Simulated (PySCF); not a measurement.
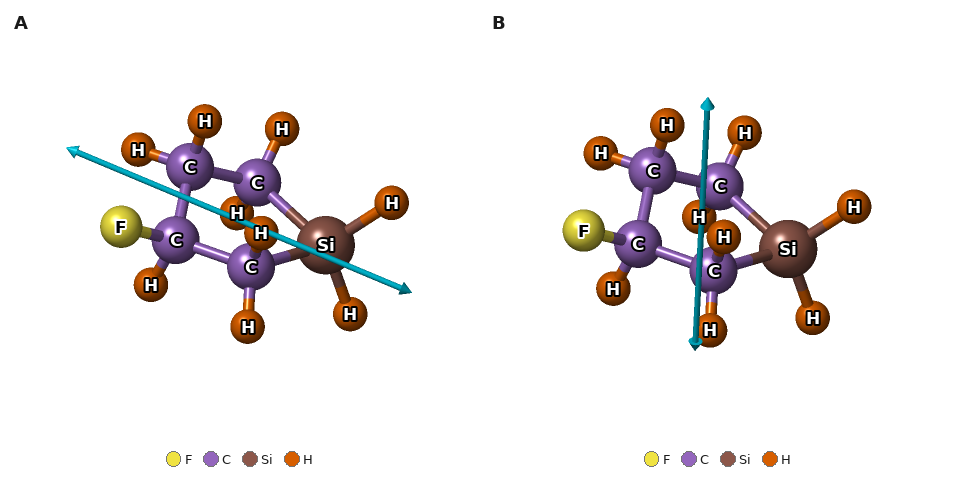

The double arrows show the directions of two transition dipoles from the ground state (lengths mean nothing). Computed geometry: GFN2-xTB optimisation. No frequency run is at hand to confirm it as a minimum. Properties computed with TDDFT ωB97X-D/def2-SVPD, vertical, gas phase, core orbitals frozen in the response (PySCF 2.14.0).

Question: One belongs to singlet state 2 and one to singlet state 7. Which is which?

Answer: A: state 2, 8.19 eV (151 nm), oscillator strength 0.10, mainly HOMO → LUMO+1 (weight 0.76).
B: state 7, 8.95 eV (139 nm), oscillator strength 0.018, of mixed character, with the largest part HOMO−3 → LUMO (weight 0.32).

The geometry is semi-empirical. Around Si such bond lengths and angles can be off by a tenth of an ångström or more and by several degrees, and values that hang on the shape move with them.
